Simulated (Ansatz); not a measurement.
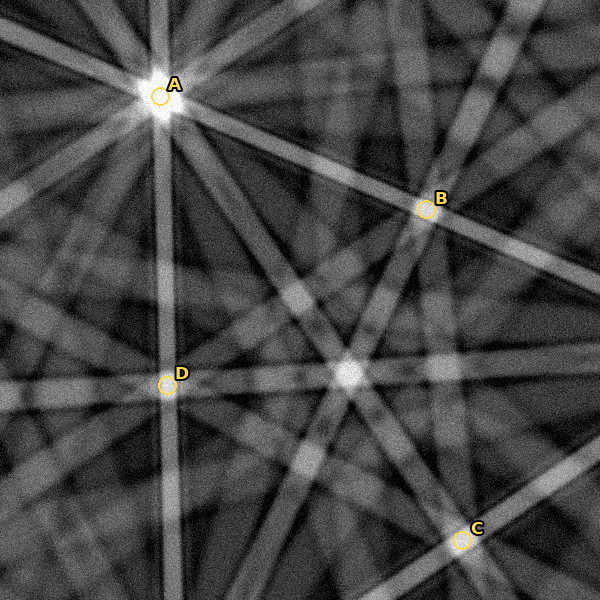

Simulated Kikuchi (electron backscatter) pattern at 20 kV: kinematic bands of width 2θ(Bragg) in gnomonic projection, seen from the camera side; the frame spans ±31° from its centre. Crystal: EuPtO2, space group R-3m (No. 166), a = 3.653 Å, c = 17.246 Å (hexagonal axes). Structure: the input geometry of an electronic-structure calculation (not necessarily at equilibrium); the starting structure was generated, so it need not be a known form of this composition.

Pole A is [2-21] and pole B is [-1-21].

### Index the poles C and D.

C is [-111], 56.4° from A and 34.7° from B. D is [211], 30.8° from A and 34.7° from B.

### Which band joins A and B, and how wide is it?

It comes from the planes common to both zones. The strongest order is 0 1 2 with d = 2.970 Å, so the band is 2θ = 1.7° wide (λ = 0.0859 Å). Other orders of the same planes (0 2 4) lie on the same centre line with other widths.
